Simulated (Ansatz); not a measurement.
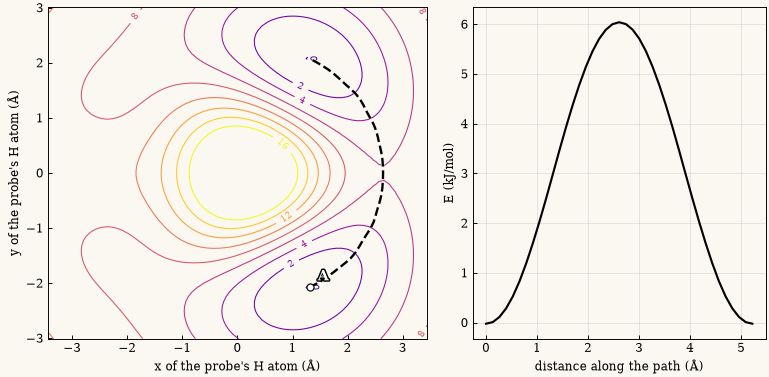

BrF₂Ga (SMILES [F][Ga]([F])[Br]) with the probe H2O. The probe is moved over a plane parallel to the molecule's main plane, 2.50 Å above it. Coordinates scanned: (1) x of the probe's H atom; (2) y of the probe's H atom. Nothing is relaxed (molecule and probe rigid, the probe upright with H nearest the plane). The scan uses a 17 × 15 grid; 136 points were computed and 119 follow by symmetry. All energies are given in kJ/mol relative to the lowest grid point. Level of theory: Ansatz 0.2.0, RKS PBE-D4/def2-SVPD.

In the figure: contour lines labelled in kJ/mol (none above 16), a line along the lowest path, the energy along the path at the right, the start A. Between grid points the surface is interpolated.

Question: Describe the path and its barrier.

Answer: The easiest path leads from the well at x of the probe's H atom = 1.29 Å, y of the probe's H atom = −2.15 Å to a well of about the same depth at x of the probe's H atom = 1.29 Å, y of the probe's H atom = 2.15 Å. Its highest point lies about 6.1 kJ/mol above the bottom of the first well on the interpolated surface, at x of the probe's H atom = 2.58 Å, y of the probe's H atom = 0.00 Å. This is the barrier on the constrained surface; relaxing the other coordinates would change it.
